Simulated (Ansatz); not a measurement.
# BrCl (bromine chloride), step by step

We compute a series of 10 runs (PBEsol/ANO-RCC-MB, UPBEsol/ANO-RCC-MB, PBEsol/ANO-RCC-VDZ, UPBEsol/ANO-RCC-VDZ, PBEsol/ANO-RCC-VDZP, UPBEsol/ANO-RCC-VDZP, PBEsol/ANO-RCC-VTZP, UPBEsol/ANO-RCC-VTZP, and more) of BrCl. 

The calculation is run with Ansatz 0.2.0.

### 1 The structure to begin with

The species is BrCl (2 atoms), meant as a singlet with charge 0. SMILES: `ClBr`. Geometry: the measured bond length.

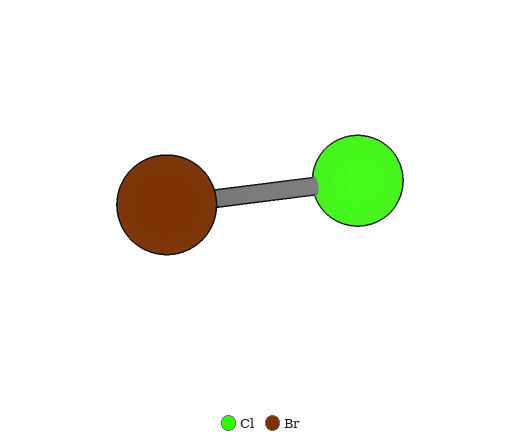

The structure, seen from a chosen angle (chlorine green, bromine brown).

### 2 Energy and forces at PBEsol/ANO-RCC-MB (sfX2C) (run 1)

job.yaml

```yaml
crystal:
  periodic: [false, false, false]
  atoms:
    - symbol: Cl
      position_ang: [0.000000, 0.000000, 0.000000]
    - symbol: Br
      position_ang: [0.000000, 0.000000, 2.136065]
basis:
  gaussian: {orbitals: ANO-RCC-MB.json}
hamiltonian: {xc: pbesol}
output: {forces: true, orbitals: {seedname: orbitals}}
```

The basis set ANO-RCC-MB is read from a file made from the Basis Set Exchange's data (not shown).

Launch:

```bash
$ ansatz run job.yaml --threads 1 --pin off --max-ram 2610MiB --events-out events.jsonl --progress --plain --runs-dir runs
```

What it wrote:

```text
Warning: RAYON_NUM_THREADS=1 ignored (pool sized by the plan → 1); use --threads N
Functional definition: PBEsol
  name "PBEsol"
  exchange = pbesol_x
  correlation = pbesol_c
362 factors; integrals over basis functions are off by at most 1.4e-5 eV
mean field evaluation 1: about -83398.4992 eV, gradient 4.3e0 eV
mean field evaluation 2: about -83398.4429 eV, gradient 5.2e0 eV
mean field evaluation 4: about -83398.6221 eV, gradient 2.3e-2 eV
mean field evaluation 8: about -83398.6186 eV, gradient 2.1e-5 eV
mean field -83398.61863396 eV, -3064.8427051840 hartree, gradient 2.1e-5 eV, S^2 0.000000; 0 other end points of the search recorded, 0 dependent functions left out
the calculation of the forces begins
reference -83398.61867398 eV, -3064.8427066548 hartree; 26, 26 occupied and 1, 1 virtual orbitals, 362 factors
Total energy: -83398.61867398 eV, -3064.8427066548 hartree
Relativity: scalar
Atom 0 at     0.000000     0.000000     0.000000 Å, force    -0.000000    -0.000000    -5.630884 eV/Å
Atom 1 at     0.000000     0.000000     2.136065 Å, force     0.000000     0.000000     5.630884 eV/Å
Dipole moment:    -0.000000     0.000000     0.140064 e Å
```

Run time: 3.9 s. Hardware: 1 thread of Arm Neoverse N1, shared host.

### 3 The doublet cation: energy and forces at UPBEsol/ANO-RCC-MB (sfX2C) (run 2)

input.yaml

```yaml
crystal:
  periodic: [false, false, false]
  atoms:
    - {symbol: Cl, position_ang: [0.000000, 0.000000, 0.000000]}
    - {symbol: Br, position_ang: [0.000000, 0.000000, 2.136065]}
basis:
  gaussian: {orbitals: ANO-RCC-MB.json}
total_charge: 1
magnetization: {spin_polarized: true, initial_magnetization: 1}
hamiltonian: {xc: {name: PBEsol}}
output: {forces: true}
```

The basis set ANO-RCC-MB is read from a file made from the Basis Set Exchange's data (not shown).

Launch:

```bash
$ ansatz run input.yaml --threads 1 --pin off --max-ram 2610MiB --events-out events.jsonl --progress --plain --runs-dir runs
```

What it wrote:

```text
Warning: RAYON_NUM_THREADS=1 ignored (pool sized by the plan → 1); use --threads N
[... 4 set-up lines as earlier in the session ...]
362 factors; integrals over basis functions are off by at most 1.4e-5 eV
mean field evaluation 1: about -83385.1179 eV, gradient 1.0e1 eV
mean field evaluation 2: about -83376.4191 eV, gradient 2.4e1 eV
mean field evaluation 4: about -83386.5075 eV, gradient 5.8e-1 eV
mean field evaluation 8: about -83386.5079 eV, gradient 8.1e-2 eV
mean field evaluation 16: about -83386.5080 eV, gradient 6.3e-2 eV
mean field evaluation 32: about -83386.5151 eV, gradient 1.6e-1 eV
mean field -83386.50799404 eV, -3064.3976473757 hartree, gradient 2.3e-5 eV, S^2 0.750020; 3 other end points of the search recorded, 0 dependent functions left out
the calculation of the forces begins
reference -83386.50803446 eV, -3064.3976488610 hartree; 26, 25 occupied and 1, 2 virtual orbitals, 362 factors
Total energy: -83386.50803446 eV, -3064.3976488610 hartree
Relativity: scalar
Atom 0 at     0.000000     0.000000     0.000000 Å, force    -0.000000     0.000000    -4.977924 eV/Å
Atom 1 at     0.000000     0.000000     2.136065 Å, force     0.000000    -0.000000     4.977924 eV/Å
Dipole moment:    -0.000000     0.000000    -0.071688 e Å
```

It took 6.3 s on 1 thread of Arm Neoverse N1, shared host; peak memory 0.091 GiB.

Runs 3 to 7 aren't shown in full; the table further down has their settings and results.

### 4 The doublet cation: energy and gradient at UPBEsol/ANO-RCC-VTZP (sfX2C) (run 8)

molecule.yaml

```yaml
crystal:
  periodic: [false, false, false]
  atoms:
    - symbol: Cl
      position_ang: [0.000000, 0.000000, 0.000000]
    - symbol: Br
      position_ang: [0.000000, 0.000000, 2.136065]
basis:
  gaussian:
    orbitals: ANO-RCC-VTZP
total_charge: 1
magnetization:
  spin_polarized: true
  initial_magnetization: 1
hamiltonian:
  xc: {name: PBEsol}
output: {forces: true}
```

Launch:

```bash
$ ansatz run molecule.yaml --threads 1 --pin off --max-ram 2610MiB --events-out events.jsonl --progress --plain --runs-dir runs
```

What it wrote:

```text
Warning: RAYON_NUM_THREADS=1 ignored (pool sized by the plan → 1); use --threads N
[... 4 set-up lines as earlier in the session ...]
745 factors; their error is unknown
mean field evaluation 1: about -83387.9504 eV, gradient 2.1e1 eV
mean field evaluation 2: about -83373.7614 eV, gradient 5.0e1 eV
mean field evaluation 4: about -83390.0997 eV, gradient 6.3e0 eV
mean field evaluation 8: about -83390.2633 eV, gradient 3.0e0 eV
mean field evaluation 16: about -83390.2841 eV, gradient 2.0e-5 eV
mean field evaluation 32: about -83390.1370 eV, gradient 5.1e0 eV
mean field -83390.28406006 eV, -3064.5364152426 hartree, gradient 2.0e-5 eV, S^2 0.751528; 2 other end points of the search recorded, 0 dependent functions left out
the calculation of the forces begins
reference -83390.28409356 eV, -3064.5364164736 hartree; 26, 25 occupied and 51, 52 virtual orbitals, 745 factors
Total energy: -83390.28409356 eV, -3064.5364164736 hartree
Relativity: scalar
Atom 0 at     0.000000     0.000000     0.000000 Å, force     0.000000    -0.000000     1.456048 eV/Å
Atom 1 at     0.000000     0.000000     2.136065 Å, force    -0.000000    -0.000000    -1.456048 eV/Å
Dipole moment:    -0.000000    -0.000000    -0.110670 e Å
```

Run time: 9 s. Hardware: 1 thread of Arm Neoverse N1, shared host; peak memory 0.16 GiB.

Run 9 isn't shown in full; the table further down has it.

### 5 The doublet cation: energy and forces at UPBEsol/ANO-RCC-VQZP (sfX2C) (run 10)

in.yaml

```yaml
crystal:
  periodic: [false, false, false]
  atoms:
    - {symbol: Cl, position_ang: [0.000000, 0.000000, 0.000000]}
    - {symbol: Br, position_ang: [0.000000, 0.000000, 2.136065]}
basis:
  gaussian: {orbitals: ANO-RCC-VQZP.json}
total_charge: 1
magnetization: {spin_polarized: true, initial_magnetization: 1}
hamiltonian: {xc: pbesol}
output: {forces: true}
```

The basis set ANO-RCC-VQZP is read from a file made from the Basis Set Exchange's data (not shown).

Launch:

```bash
$ ansatz run in.yaml --threads 1 --pin off --max-ram 2610MiB --events-out events.jsonl --progress --plain --runs-dir runs
```

What it wrote:

```text
Warning: RAYON_NUM_THREADS=1 ignored (pool sized by the plan → 1); use --threads N
[... 4 set-up lines as earlier in the session ...]
948 factors; their error is unknown
mean field evaluation 1: about -83388.0091 eV, gradient 2.2e1 eV
mean field evaluation 2: about -83373.6293 eV, gradient 5.1e1 eV
mean field evaluation 4: about -83390.1730 eV, gradient 6.6e0 eV
mean field evaluation 8: about -83390.3444 eV, gradient 3.3e0 eV
mean field evaluation 16: about -83390.3905 eV, gradient 1.9e-5 eV
mean field evaluation 32: about -83390.3905 eV, gradient 7.3e-5 eV
mean field -83390.39053300 eV, -3064.5403280507 hartree, gradient 2.0e-5 eV, S^2 0.751570; 2 other end points of the search recorded, 0 dependent functions left out
the calculation of the forces begins
reference -83390.39056082 eV, -3064.5403290734 hartree; 26, 25 occupied and 101, 102 virtual orbitals, 948 factors
Total energy: -83390.39056082 eV, -3064.5403290734 hartree
Relativity: scalar
Atom 0 at     0.000000     0.000000     0.000000 Å, force    -0.000000     0.000000     1.455649 eV/Å
Atom 1 at     0.000000     0.000000     2.136065 Å, force     0.000000    -0.000000    -1.455649 eV/Å
Dipole moment:     0.000000     0.000000    -0.110532 e Å
```

Run time: 17 s. Hardware: 1 thread of Arm Neoverse N1, shared host; peak memory 0.29 GiB.

### 6 Overview of the runs

```
run                         level  partner   energy (Eh)  largest force (eV/Å)  wall time
  1     PBEsol/ANO-RCC-MB (sfX2C)     base  -3064.842707                 5.631      3.9 s
  2    UPBEsol/ANO-RCC-MB (sfX2C)   cation  -3064.397649                 4.978      6.3 s
  3    PBEsol/ANO-RCC-VDZ (sfX2C)     base  -3064.869042                 3.620        6 s
  4   UPBEsol/ANO-RCC-VDZ (sfX2C)   cation  -3064.468782                 2.290      8.7 s
  5   PBEsol/ANO-RCC-VDZP (sfX2C)     base  -3064.914805                 0.497      7.5 s
  6  UPBEsol/ANO-RCC-VDZP (sfX2C)   cation  -3064.521856                 1.112       11 s
  7   PBEsol/ANO-RCC-VTZP (sfX2C)     base  -3064.929169                 0.105      3.6 s
  8  UPBEsol/ANO-RCC-VTZP (sfX2C)   cation  -3064.536416                 1.456        9 s
  9   PBEsol/ANO-RCC-VQZP (sfX2C)     base  -3064.933058                 0.102      6.6 s
 10  UPBEsol/ANO-RCC-VQZP (sfX2C)   cation  -3064.540329                 1.456       17 s
```

Convergence of the total energy of singlet BrCl with the basis set, against the last point:

```csv
basis set,from the last (mEh),wall time
ANO-RCC-MB,+90.351,3.9 s
ANO-RCC-VDZ,+64.015,6 s
ANO-RCC-VDZP,+18.253,7.5 s
ANO-RCC-VTZP,+3.889,3.6 s
ANO-RCC-VQZP,+0.000,6.6 s
```

Convergence of the dipole moment of singlet BrCl with the basis set, against the last point:

| basis set | from the last (D) | wall time |
| --- | --- | --- |
| ANO-RCC-MB | +0.1947 | 3.9 s |
| ANO-RCC-VDZ | +0.2515 | 6 s |
| ANO-RCC-VDZP | +0.0822 | 7.5 s |
| ANO-RCC-VTZP | +0.0000 | 3.6 s |
| ANO-RCC-VQZP | +0.0000 | 6.6 s |

### 7 Outcome

```
                                                               quantity           value
                                   doublet cation, run 10: total energy  -3064.54033 Eh
                                           doublet cation, run 10: ⟨S²⟩           0.752
                       doublet cation, run 10: largest force on an atom      1.456 eV/Å
  vertical ionisation energy (to the doublet cation), PBEsol/ANO-RCC-MB       12.111 eV
 vertical ionisation energy (to the doublet cation), PBEsol/ANO-RCC-VDZ       10.892 eV
vertical ionisation energy (to the doublet cation), PBEsol/ANO-RCC-VDZP       10.693 eV
vertical ionisation energy (to the doublet cation), PBEsol/ANO-RCC-VTZP       10.687 eV
vertical ionisation energy (to the doublet cation), PBEsol/ANO-RCC-VQZP       10.687 eV
```

**Reading.** For the total energy of singlet BrCl to stay within 10 mEh of the last point, ANO-RCC-VTZP is the first point of the series from which all later ones do (3.6 s against 6.6 s). For the dipole moment of singlet BrCl to stay within 0.02 D of the last point, ANO-RCC-VTZP is the first point of the series from which all later ones do (3.6 s against 6.6 s). For the dipole moment of singlet BrCl to stay within 0.005 D of the last point, ANO-RCC-VTZP is the first point of the series from which all later ones do (3.6 s against 6.6 s). In runs 1, 2 the basis is minimal, so the values are rough. All runs together took 79 s, the longest 17 s.
